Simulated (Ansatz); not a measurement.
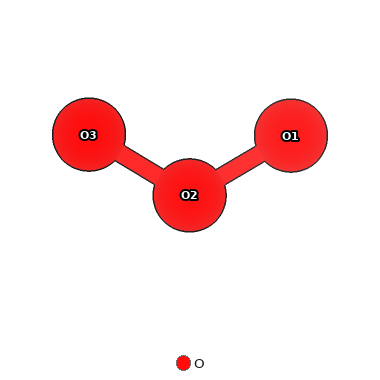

The system is O₃, SMILES O=[O+][O-]; the picture shows the grid point nearest to the relaxed geometry. 
- Two internal coordinates are moved rigidly from the geometry relaxed at PBE0-D4/def2-TZVP, all others fixed.
- The first coordinate is: bond O1–O2; the second: angle O3–O2–O1.
- The scan uses a 7 × 7 grid.
- Points are written as (first, second).
- All energies are given in kJ/mol relative to the lowest grid point.
- These are results of RKS PBE0-D4/def2-TZVPP in Ansatz, not measurements.

Its coordinates:

```tsv
atom	x (Å)	y (Å)	z (Å)
O	0.8487	-0.5359	0.4095
O	-0.2341	-0.3166	-0.1622
O	-0.6254	0.8545	-0.2531
```

Range: bond O1–O2 from 1.089 to 1.733 Å; angle O3–O2–O1 from 100.4 to 136.4°.

### What landscape does the calculation give?

The lowest grid point is at (1.244 Å, 118.4°). It is the only kind of minimum in the scanned range. The highest grid point, (1.733 Å, 136.4°), lies 265 kJ/mol above the lowest. Round the minimum the two coordinates are weakly coupled (coupling 0.11 in units of the two stiffnesses).

```
angle O3–O2–O1 ↓, bond O1–O2 →  1.089  1.152  1.244  1.351  1.470  1.597  1.733
                         136.4    142     82     59     82    133    197    265
                         130.4    108     49     28     53    108    175    247
                         124.4     88     29      7     33     90    160    234
                         118.4     85     24      0     25     81    151    227
                         112.4    101     36      8     29     83    152    226
                         106.4    142     70     35     49     97    162    234
                         100.4    212    132     85     89    128    185    251
```

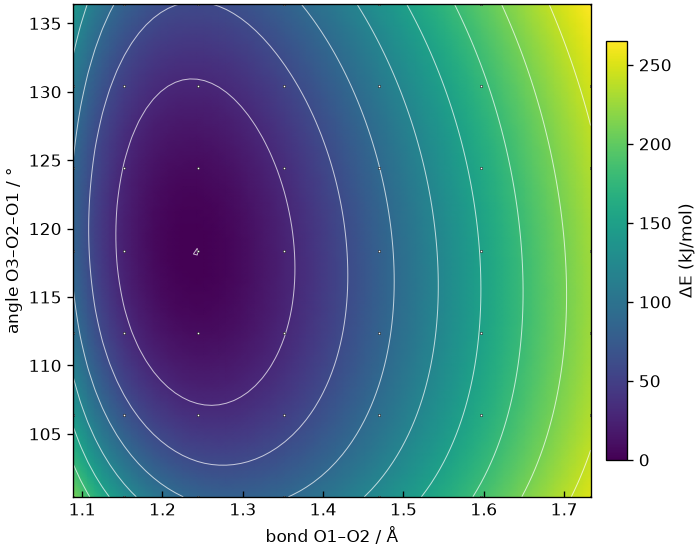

In the figure: a smooth colour map with a few white contour lines, dots at the grid points. Between grid points the surface is interpolated.
